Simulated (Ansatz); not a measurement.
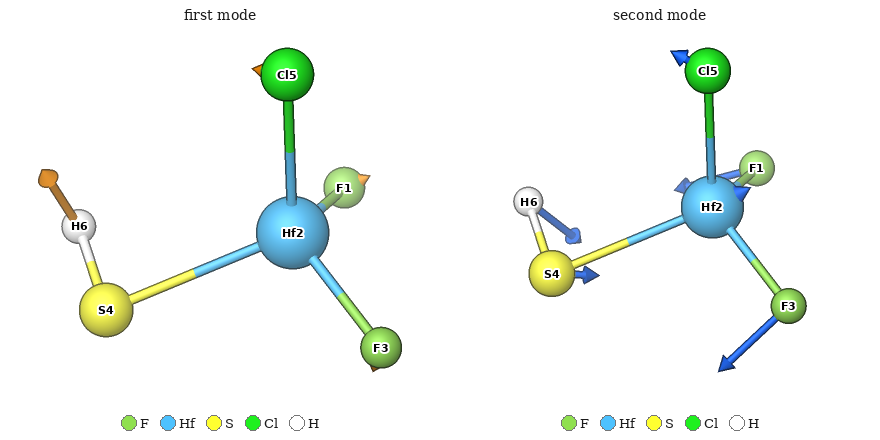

The system is ClF₂HHfS, SMILES [F][Hf]([F])([SH])[Cl]; the picture shows the reference structure; its two panels give the patterns of the first and the second mode as arrows. Coordinates scanned: (1) normal mode 1 (88 cm⁻¹); (2) normal mode 4 (142 cm⁻¹). Nothing is relaxed (straight displacements along the two mass-weighted modes). Grid: 15 × 15 points. All energies are given in kJ/mol relative to the lowest grid point. Method: RHF-MP2, frozen core/def2-SVP in Ansatz 0.2.0.

Its coordinates:

```yaml
atoms:
  - { symbol: F, position_ang: [-0.5793, -1.6896, -0.9274] }
  - { symbol: Hf, position_ang: [0.4044, -0.1611, -0.3615] }
  - { symbol: F, position_ang: [2.2665, -0.4973, -0.1835] }
  - { symbol: S, position_ang: [-0.3902, 0.4580, 1.8476] }
  - { symbol: Cl, position_ang: [0.0054, 1.5723, -1.8828] }
  - { symbol: H, position_ang: [-1.6647, 0.2539, 1.4614] }
```

Range: normal mode 1 (88 cm⁻¹) from −0.738 to 0.738 amu½·Å; normal mode 4 (142 cm⁻¹) from −2.84 to 2.84 amu½·Å.

Q: What will the energy surface look like?

A: The lowest grid point is at normal mode 1 (88 cm⁻¹) = 0.000 amu½·Å, normal mode 4 (142 cm⁻¹) = 0.00 amu½·Å. The highest grid point, normal mode 1 (88 cm⁻¹) = −0.738 amu½·Å, normal mode 4 (142 cm⁻¹) = 2.84 amu½·Å, lies 73.1 kJ/mol above the lowest.

```tsv
normal mode 4 (142 cm⁻¹) ↓, normal mode 1 (88 cm⁻¹) →	−0.738	−0.632	−0.527	−0.421	−0.316	−0.211	−0.105	0.000	0.105	0.211	0.316	0.421	0.527	0.632	0.738
2.84	73.1	64.6	57.3	51.4	46.8	43.3	40.8	39.1	38.1	37.6	37.4	37.4	37.6	37.8	38.1
2.43	54.9	47.4	41.2	36.3	32.6	29.9	28.0	26.9	26.2	26.0	25.9	26.0	26.1	26.4	26.7
2.03	40.1	33.6	28.5	24.5	21.6	19.5	18.2	17.5	17.1	17.0	17.1	17.2	17.3	17.6	18.0
1.62	28.3	22.9	18.7	15.5	13.3	11.9	11.0	10.6	10.4	10.4	10.4	10.5	10.7	11.1	11.7
1.22	19.3	14.8	11.4	9.0	7.4	6.4	5.9	5.7	5.6	5.6	5.7	5.8	6.1	6.6	7.4
0.81	12.6	8.9	6.3	4.6	3.4	2.8	2.5	2.4	2.4	2.5	2.5	2.7	3.1	3.8	5.0
0.41	7.9	5.1	3.1	1.9	1.1	0.8	0.6	0.6	0.6	0.7	0.8	1.1	1.7	2.7	4.3
0.00	5.2	3.0	1.6	0.8	0.3	0.1	0.0	0.0	0.0	0.1	0.3	0.8	1.7	3.1	5.3
−0.41	4.3	2.6	1.6	1.1	0.8	0.7	0.6	0.6	0.6	0.8	1.1	1.9	3.1	5.1	7.9
−0.81	5.1	3.9	3.2	2.8	2.6	2.5	2.5	2.5	2.5	2.8	3.4	4.5	6.2	8.7	12.3
−1.22	7.8	6.9	6.4	6.1	6.0	5.8	5.8	5.8	5.9	6.4	7.3	8.8	11.1	14.3	18.7
−1.62	12.5	11.8	11.4	11.2	11.0	10.8	10.7	10.8	11.1	11.8	13.1	15.1	18.1	22.1	27.3
−2.03	19.4	18.9	18.5	18.2	18.0	17.8	17.7	17.9	18.4	19.4	21.2	23.9	27.5	32.4	38.5
−2.43	28.9	28.4	28.0	27.6	27.3	27.1	27.1	27.4	28.2	29.7	32.1	35.4	39.9	45.6	52.6
−2.84	41.3	40.7	40.2	39.7	39.4	39.2	39.3	39.9	41.1	43.1	46.1	50.2	55.5	62.1	70.0
```

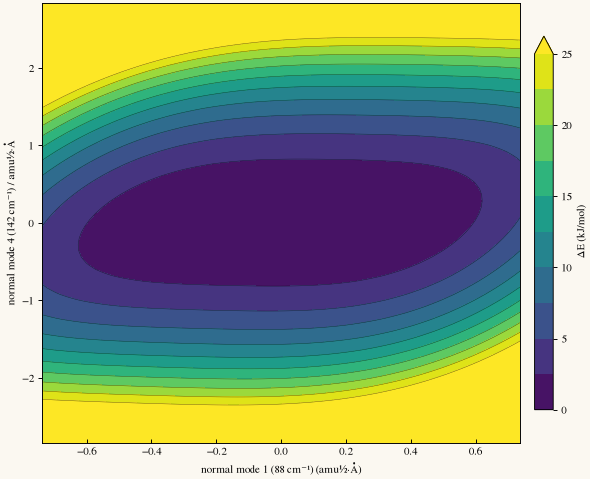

The picture shows filled contours, one colour for all values above the top of the scale. Between grid points the surface is interpolated.

Each point was launched as `ansatz run input.yaml --threads 1 --pin off --max-ram 2560MiB --backend cpu --events-out ev --progress --plain --runs-dir out`. Time for the 225 points that were run: 23 min on 1 thread of Arm Neoverse V2 (shared host).
